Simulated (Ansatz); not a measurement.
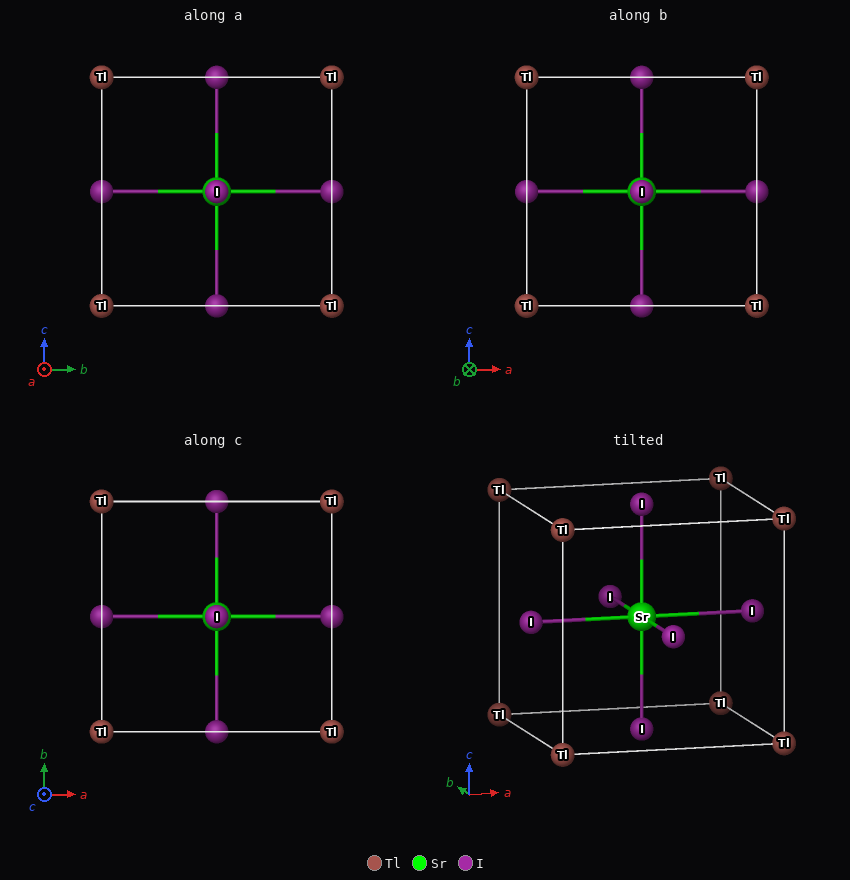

A ball-and-stick rendering, viewed along the a axis, along the b axis, along the c axis and slightly off an axis. One unit cell is framed, with atoms on its boundary repeated.

Lattice parameters: a = 6.3924 Å, b = 6.3924 Å, c = 6.3466 Å, α = 90.000°, β = 90.000°, γ = 90.000°.

Give the structure in the form of a CIF in P1 with every atom of the cell.

```cif
data_structure
_symmetry_space_group_name_H-M 'P 1'
_symmetry_Int_Tables_number 1
_cell_length_a 6.3924
_cell_length_b 6.3924
_cell_length_c 6.3466
_cell_angle_alpha 90.000
_cell_angle_beta 90.000
_cell_angle_gamma 90.000
_cell_volume 259.34
loop_
_atom_site_label
_atom_site_type_symbol
_atom_site_fract_x
_atom_site_fract_y
_atom_site_fract_z
_atom_site_occupancy
Tl1 Tl 0.0000 0.0000 0.0000 1
Sr1 Sr 0.5000 0.5000 0.5000 1
I1 I 0.5000 0.5000 0.0000 1
I2 I 0.5000 0.0000 0.5000 1
I3 I 0.0000 0.5000 0.5000 1
```

The structure comes from a structure type filled with these elements by a generator (whether the compound takes this form wasn't checked). The cell was then strained or its atoms displaced on purpose. It went into a calculation with Ansatz.
